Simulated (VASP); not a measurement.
Consider the following.

```xyz
8
Lattice="0.0000 1.7851 1.7851 1.7851 0.0000 1.7851 8.8756 8.8756 -1.7353" Properties=species:S:1:pos:R:3 pbc="T T T"
Si     8.3050     8.3050    -1.1647
Si     1.5716     1.5716     0.2135
C      4.5038     4.5038     2.6365
C      3.5950     3.5950    -0.0248
C      6.2803     6.2803     2.6451
C      5.3814     5.3814    -0.0261
C      6.2816     6.2816    -0.9264
C      7.1579     7.1579    -0.0175
```

These are PBEsol GGA, VASP's PBE PAW potentials (set 64) (plane waves; VASP 6.6.1) values and carry that method's errors. Run with 520 eV cut-off, 16×16×3 Γ-centred mesh, tetrahedra with Blöchl corrections, potentials Si C.

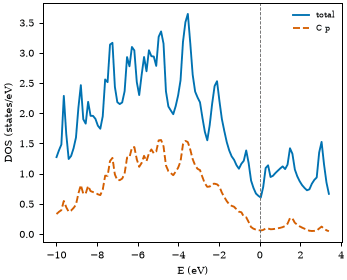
Figure. Total and projected density of states, zero at the Fermi level

Within 2 eV below the Fermi level the largest weight inside VASP's projection spheres is C p, then Si p.

It has no gap at this level: it comes out as a metal or semimetal.

The structure was generated: C6Si2 was put into an ordered model structure (R-3m), which need not be its known phase. It was relaxed first, which changed the volume by -5 %.
